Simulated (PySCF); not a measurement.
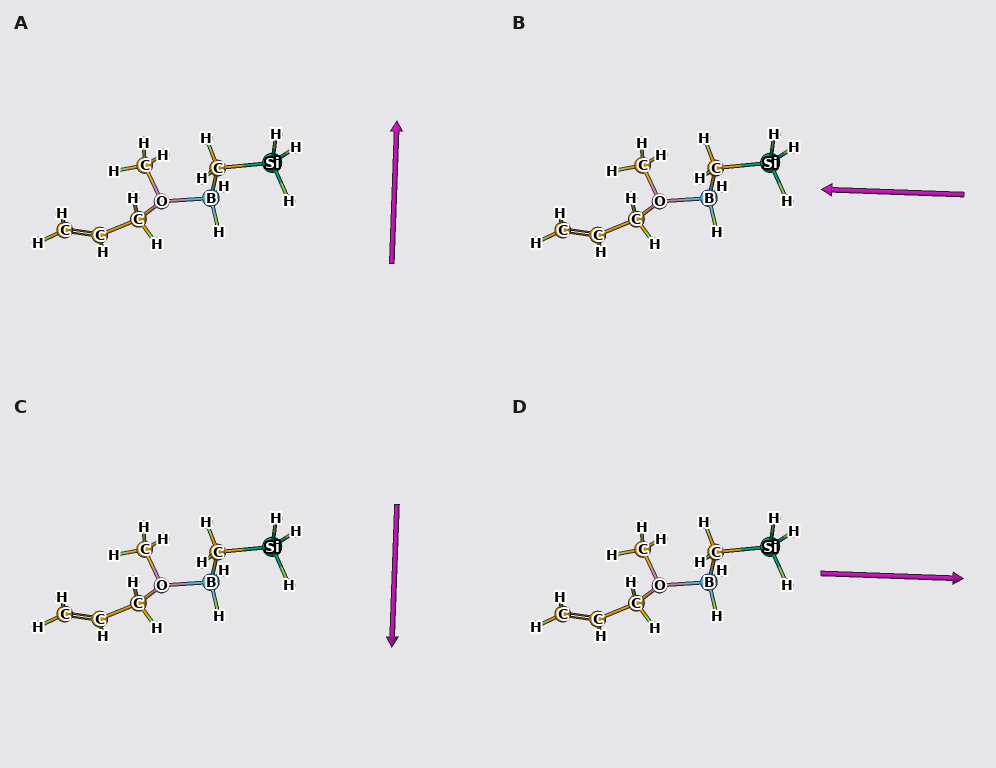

The same molecule four times, each with an arrow. The computed structure is the end point of a GFN2-xTB optimisation. No frequency run is at hand to confirm it as a minimum. Properties computed with PBE0/pcSseg-1, gas phase (PySCF 2.14.0).

Which arrow points along the dipole moment, from the negative to the positive end?

Answer. B. The dipole moment is 5.72 D.

The geometry is semi-empirical. Around B, Si such bond lengths and angles can be off by a tenth of an ångström or more and by several degrees, and values that hang on the shape move with them.
